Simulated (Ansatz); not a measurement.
# BH7OSi (built from SMILES B.O[SiH3]): a reaction path by the nudged elastic band

What path joins these two structures, and how high does it climb? Both ends were relaxed at PBE0-D4 in triple zeta.

Computed with Ansatz 0.2.0, Gaussian basis. Level: PBE0-D4/def2-SVP.

22 further runs of the same task are left out: 22 set aside as unsound or not needed.

## Step 1: Starting geometry

The first end: 10 atoms, charge 0, spin multiplicity 1.

Atoms are counted from 1 here; the program's logs count them from 0.

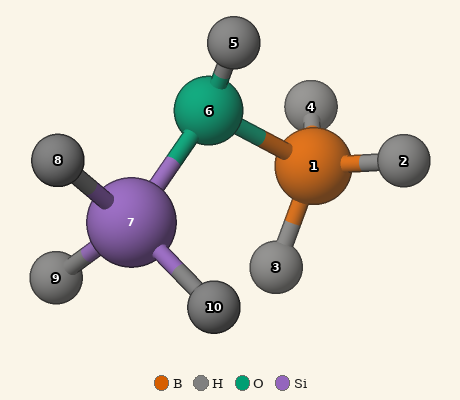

The starting geometry (boron orange, hydrogen grey, oxygen teal, silicon purple); atoms are numbered from 1 in the order of the file.

As a file:

```xyz
10
charge 0, multiplicity 1
B    -0.8266    0.4876   -1.0540
H    -0.0794    1.1136   -1.7668
H    -0.7409   -0.7184   -1.2009
H    -1.9544    0.8976   -0.9738
H     0.1550    1.5163    0.6568
O    -0.1904    0.6410    0.4649
Si    0.7273   -0.7329    0.8618
H     1.4310   -0.3462    2.1123
H    -0.2261   -1.8288    1.1036
H     1.7047   -1.0298   -0.2039
```

The second end:

```
B    -1.48687   -0.11328   -0.61955
H     1.03624    1.82039   -1.33405
H    -0.90446   -0.40879   -1.63123
H    -2.60700    0.31251   -0.63577
H     1.01985    2.25043   -0.72383
O    -0.88234   -0.26164    0.57432
Si    0.63304   -0.78787    0.99272
H     1.31571    0.31090    1.71545
H     0.47606   -1.96077    1.88478
H     1.39988   -1.16197   -0.22294
```

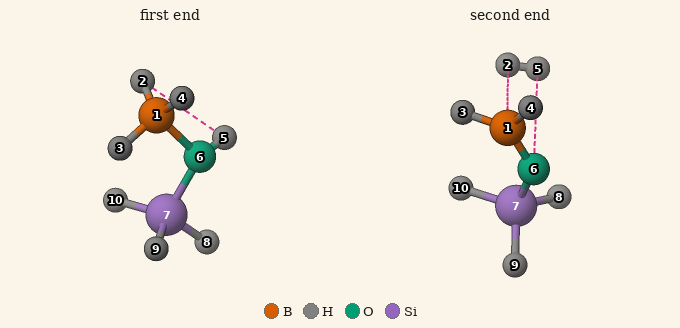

The two ends; dashed lines mark the contacts followed along the path.

## Step 2: The band at PBE0-D4/def2-SVP

neb/in.yaml reads:

```yaml
crystal:
  periodic: [false, false, false]
  atoms:
    - {symbol: B, position_ang: [-0.826642, 0.487571, -1.053993]}
    - {symbol: H, position_ang: [-0.079422, 1.113565, -1.766790]}
    - {symbol: H, position_ang: [-0.740942, -0.718366, -1.200942]}
    - {symbol: H, position_ang: [-1.954417, 0.897648, -0.973760]}
    - {symbol: H, position_ang: [0.155043, 1.516264, 0.656762]}
    - {symbol: O, position_ang: [-0.190358, 0.640973, 0.464907]}
    - {symbol: Si, position_ang: [0.727258, -0.732934, 0.861775]}
    - {symbol: H, position_ang: [1.431014, -0.346240, 2.112302]}
    - {symbol: H, position_ang: [-0.226114, -1.828827, 1.103562]}
    - {symbol: H, position_ang: [1.704679, -1.029754, -0.203922]}
basis:
  gaussian: {orbitals: def2-SVP}
hamiltonian: {xc: pbe0, dispersion: d4}
neb:
  images: 5
  climbing: true
  max_iterations: 40
  initial_path: idpp
  final_atoms:
    - {symbol: B, position_ang: [-1.486868, -0.113283, -0.619547]}
    - {symbol: H, position_ang: [1.036242, 1.820386, -1.334048]}
    - {symbol: H, position_ang: [-0.904457, -0.408788, -1.631229]}
    - {symbol: H, position_ang: [-2.607001, 0.312507, -0.635773]}
    - {symbol: H, position_ang: [1.019846, 2.250428, -0.723830]}
    - {symbol: O, position_ang: [-0.882341, -0.261639, 0.574321]}
    - {symbol: Si, position_ang: [0.633037, -0.787870, 0.992721]}
    - {symbol: H, position_ang: [1.315706, 0.310898, 1.715455]}
    - {symbol: H, position_ang: [0.476059, -1.960767, 1.884775]}
    - {symbol: H, position_ang: [1.399878, -1.161973, -0.222943]}
```

Run with:

```bash
$ ansatz run in.yaml --threads 2 --pin off --events-out ev --progress --plain --max-ram 4352MiB
```

Log:

```text
Functional definition: PBE0
  name "PBE0"
  cite "Adamo & Barone, J. Chem. Phys. 110, 6158 (1999) doi:10.1063/1.478522"
  cite "Perdew, Burke & Ernzerhof, Phys. Rev. Lett. 77, 3865 (1996) doi:10.1103/PhysRevLett.77.3865"
  parent pbe
  parameter a = 0.25
  parameter kappa = 0.804
  parameter beta = 0.06672455060314922
  exchange = (1 - a)*pbe_x(kappa = kappa, mu = beta*pi^2/3) + a*exact_x
  correlation = pbe_c(beta = beta)
857 factors; integrals over basis functions are off by at most 3.9e-4 eV
mean field evaluation 1: about -10700.7155 eV, gradient 3.6e1 eV
mean field evaluation 2: about -10699.4771 eV, gradient 4.7e1 eV
mean field evaluation 4: about -10703.6168 eV, gradient 1.2e0 eV
mean field evaluation 8: about -10703.6410 eV, gradient 6.2e-3 eV
mean field -10703.64103680 eV, -393.3515529141 hartree, gradient 4.5e-5 eV, S^2 0.000000; 0 other end points of the search recorded, 0 dependent functions left out
the calculation of the forces begins
reference -10703.64106381 eV, -393.3515539065 hartree; 17, 17 occupied and 64, 64 virtual orbitals, 857 factors
[... from here to the last solve, the lines of the solves are left out (150 solves) ...]
WARN: NEB end point (image 0): max|allowed force component| = 4.709e-1 eV/Å (the criterion of neb.relax_end_points is 1.000e-2). That is over neb.f_tol: it is no minimum, so the barrier can be far off. Relax it first
WARN: NEB end point (image 6): max|allowed force component| = 5.205e-1 eV/Å (the criterion of neb.relax_end_points is 1.000e-2). That is over neb.f_tol: it is no minimum, so the barrier can be far off. Relax it first
NEB iter   1: max|band force component| = 4.273e0 eV/Å  barrier→ = 5.2123 eV  barrier← = 5.7475 eV  Δτ_max = 0.2000 Å  (168 SCF iters)
NEB iter   2: max|band force component| = 3.753e0 eV/Å  barrier→ = 3.9567 eV  barrier← = 4.4919 eV  Δτ_max = 0.2000 Å  (139 SCF iters)
NEB iter   3: max|band force component| = 1.253e1 eV/Å  barrier→ = 2.5743 eV  barrier← = 3.1094 eV  Δτ_max = 0.1036 Å  (147 SCF iters)
NEB iter   4: max|band force component| = 3.188e0 eV/Å  barrier→ = 1.9000 eV  barrier← = 2.4351 eV  Δτ_max = 0.2000 Å  (133 SCF iters)
NEB iter   5: max|band force component| = 2.196e0 eV/Å  barrier→ = 1.5812 eV  barrier← = 2.1164 eV  Δτ_max = 0.2000 Å  (133 SCF iters)
NEB iter   6: max|band force component| = 2.091e0 eV/Å  barrier→ = 1.4140 eV  barrier← = 1.9492 eV  Δτ_max = 0.2000 Å  (135 SCF iters)
NEB iter   7: max|band force component| = 1.391e0 eV/Å  barrier→ = 0.9855 eV  barrier← = 1.5207 eV  Δτ_max = 0.1160 Å  (139 SCF iters)
NEB iter   8: max|band force component| = 1.006e0 eV/Å  barrier→ = 0.6783 eV  barrier← = 1.2134 eV  Δτ_max = 0.0925 Å  (131 SCF iters)
NEB iter   9: max|band force component| = 6.137e-1 eV/Å  barrier→ = 0.5813 eV  barrier← = 1.1165 eV  Δτ_max = 0.0845 Å  (136 SCF iters)
NEB iter  10: max|band force component| = 1.420e0 eV/Å  barrier→ = 0.4932 eV  barrier← = 1.0284 eV  CI = image 2  Δτ_max = 0.1983 Å  (133 SCF iters)
NEB iter  11: max|band force component| = 6.788e-1 eV/Å  barrier→ = 0.8805 eV  barrier← = 1.4157 eV  CI = image 2  Δτ_max = 0.1561 Å  (138 SCF iters)
NEB iter  12: max|band force component| = 8.591e-1 eV/Å  barrier→ = 0.9242 eV  barrier← = 1.4594 eV  CI = image 2  Δτ_max = 0.0752 Å  (135 SCF iters)
NEB iter  13: max|band force component| = 4.563e-1 eV/Å  barrier→ = 0.8664 eV  barrier← = 1.4015 eV  CI = image 2  Δτ_max = 0.0791 Å  (128 SCF iters)
NEB iter  14: max|band force component| = 1.488e-1 eV/Å  barrier→ = 0.8518 eV  barrier← = 1.3870 eV  CI = image 2  Δτ_max = 0.1551 Å  (133 SCF iters)
NEB iter  15: max|band force component| = 2.781e-1 eV/Å  barrier→ = 0.8474 eV  barrier← = 1.3826 eV  CI = image 2  Δτ_max = 0.0762 Å  (131 SCF iters)
NEB iter  16: max|band force component| = 1.302e-1 eV/Å  barrier→ = 0.8460 eV  barrier← = 1.3812 eV  CI = image 2  Δτ_max = 0.1621 Å  (128 SCF iters)
NEB iter  17: max|band force component| = 1.174e0 eV/Å  barrier→ = 0.8446 eV  barrier← = 1.3798 eV  CI = image 2  Δτ_max = 0.0773 Å  (135 SCF iters)
NEB iter  18: max|band force component| = 2.674e-1 eV/Å  barrier→ = 0.8440 eV  barrier← = 1.3792 eV  CI = image 2  Δτ_max = 0.1549 Å  (131 SCF iters)
NEB iter  19: max|band force component| = 3.666e-1 eV/Å  barrier→ = 0.8438 eV  barrier← = 1.3790 eV  CI = image 2  Δτ_max = 0.0783 Å  (120 SCF iters)
NEB iter  20: max|band force component| = 1.329e-1 eV/Å  barrier→ = 0.8437 eV  barrier← = 1.3789 eV  CI = image 2  Δτ_max = 0.0318 Å  (123 SCF iters)
858 factors; integrals over basis functions are off by at most 1.3e-3 eV
mean field evaluation 1152: about -10702.7906 eV, gradient 4.3e-4 eV
mean field -10702.79059595 eV, -393.3202997892 hartree, gradient 3.1e-6 eV, S^2 0.000000; 0 other end points of the search recorded, 0 dependent functions left out
the calculation of the forces begins
reference -10702.79062328 eV, -393.3203007934 hartree; 17, 17 occupied and 64, 64 virtual orbitals, 858 factors
NEB iter  21: max|band force component| = 4.903e-2 eV/Å  barrier→ = 0.8437 eV  barrier← = 1.3788 eV  CI = image 2  CI's point: of a kind that is not told: the force calls were inconclusive, a negative curvature could not be distinguished from the path's own, the only one lies far off the path, or fixed occupations may fill a level only in part  Δτ_max = 0.0000 Å  (1024 SCF iters)
Total energy: -10702.92657584 eV, -393.3252969578 hartree
Atom 0 at    -0.887645     0.547996    -0.878921 Å, force    -0.006110    -0.003551    -0.002323 eV/Å
Atom 1 at    -0.143409     1.530051    -1.397537 Å, force     0.001464     0.001374    -0.000593 eV/Å
Atom 2 at    -0.673027    -0.432156    -1.559629 Å, force    -0.001082     0.000563    -0.000481 eV/Å
Atom 3 at    -2.007573     0.983778    -0.770065 Å, force     0.000048     0.000988     0.000614 eV/Å
Atom 4 at     0.217256     1.296990    -0.445923 Å, force     0.006209     0.003124     0.002588 eV/Å
Atom 5 at    -0.095395     0.543867     0.487006 Å, force    -0.000411    -0.005077    -0.000640 eV/Å
Atom 6 at     0.725462    -0.830372     1.022812 Å, force    -0.005855    -0.000821    -0.000927 eV/Å
Atom 7 at     1.322716    -0.498837     2.345003 Å, force     0.002044     0.000911    -0.002137 eV/Å
Atom 8 at    -0.256950    -1.943398     1.144584 Å, force    -0.000531    -0.000101     0.002408 eV/Å
Atom 9 at     1.798665    -1.198019     0.052571 Å, force     0.004225     0.002591     0.001490 eV/Å
Dipole moment:     0.344851    -0.028528     0.101400 e Å
```

Wall time 2.6 min (2 threads of Arm Neoverse V2, shared host).

The last band:

```csv
image,path (Å),energy (eV),B1–O6 (Å),H2–H5 (Å),B1–H2 (Å),H5–O6 (Å)
0,0.00,0.000,1.65,2.47,1.21,0.96
1,0.89,0.057,1.67,2.07,1.22,0.96
2,1.79,0.844,1.58,1.04,1.34,1.24
3,2.85,-0.362,1.36,0.76,2.14,2.28
4,3.92,-0.535,1.35,0.76,2.85,3.12
5,4.98,-0.549,1.35,0.76,3.07,3.27
6,6.04,-0.535,1.35,0.75,3.26,3.41
```

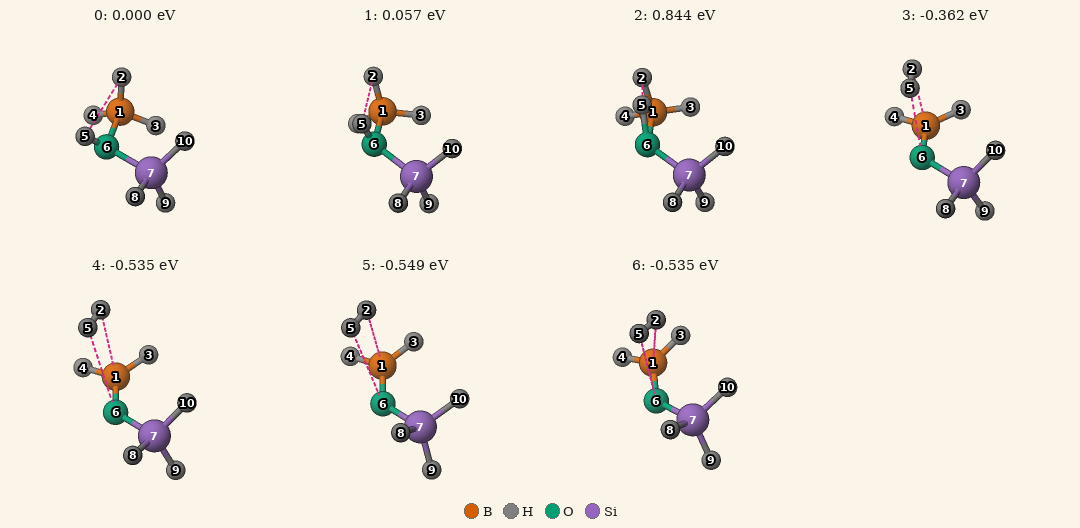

The images of the last band.

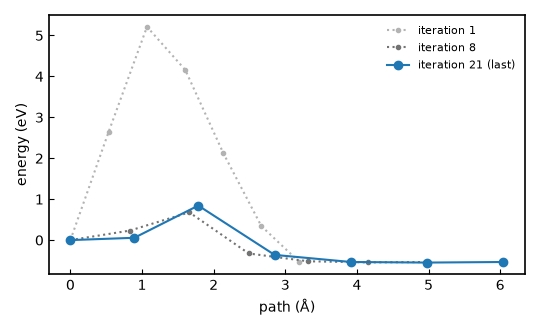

Energy along the path.

The highest image, 2:

```
B    -0.88765    0.54800   -0.87892
H    -0.14341    1.53005   -1.39754
H    -0.67303   -0.43216   -1.55963
H    -2.00757    0.98378   -0.77006
H     0.21726    1.29699   -0.44592
O    -0.09539    0.54387    0.48701
Si    0.72546   -0.83037    1.02281
H     1.32272   -0.49884    2.34500
H    -0.25695   -1.94340    1.14458
H     1.79866   -1.19802    0.05257
```

## Step 3: Outcome

```
                                                                       quantity                                           value
                                                PBE0-D4/def2-SVP, 21 iterations  highest 0.844 eV (image 2), last end -0.535 eV
from earlier runs: barrier over the separately found saddle, CCSD(T)/def2-TZVPP                                        1.018 eV
```

The highest image lies 0.844 eV above the first end, and it climbed, so it estimates the saddle. The ends are not quite minima at this level (largest force component 0.52 eV/Å), so the heights are unreliable: relaxing the first end would lower it and raise the barrier above it. The highest image is 0.175 eV below the CCSD(T) barrier in triple zeta, which comes from separate runs on the saddle.
